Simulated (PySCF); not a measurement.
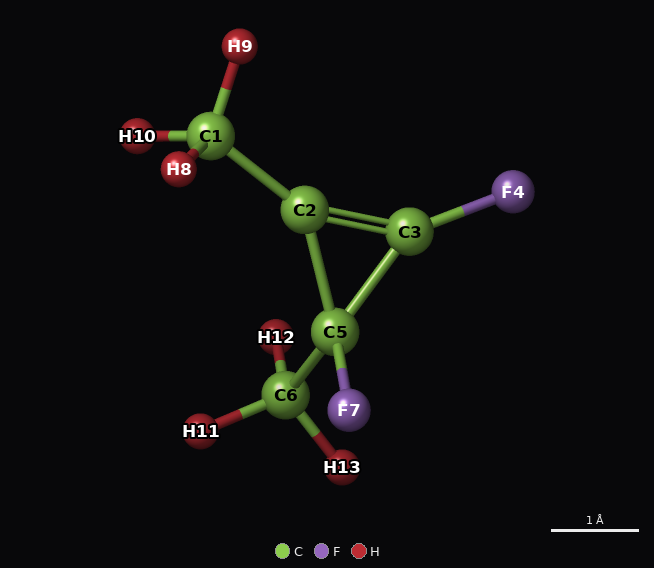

The view is orthographic, and the bar gives the scale. The geometry was computed by an optimisation with PBE0-D3(BJ)/def2-SVP. No frequency run is at hand to confirm it as a minimum.

Reconstruct the coordinates (Å) as seen: x to the right, y up, z towards the viewer, origin at the mean of the atomic positions.

```xyz
13
C5H6F2
C   -0.93   1.54   0.93
C    0.16   0.68   0.43
C    1.37   0.43   0.02
F    2.57   0.89  -0.23
C    0.51  -0.73   0.04
C   -0.06  -1.46  -1.14
F    0.67  -1.64   1.08
H   -1.30   1.15   1.89
H   -0.59   2.57   1.07
H   -1.78   1.54   0.23
H   -1.05  -1.88  -0.89
H   -0.17  -0.79  -2.01
H    0.59  -2.30  -1.43
```
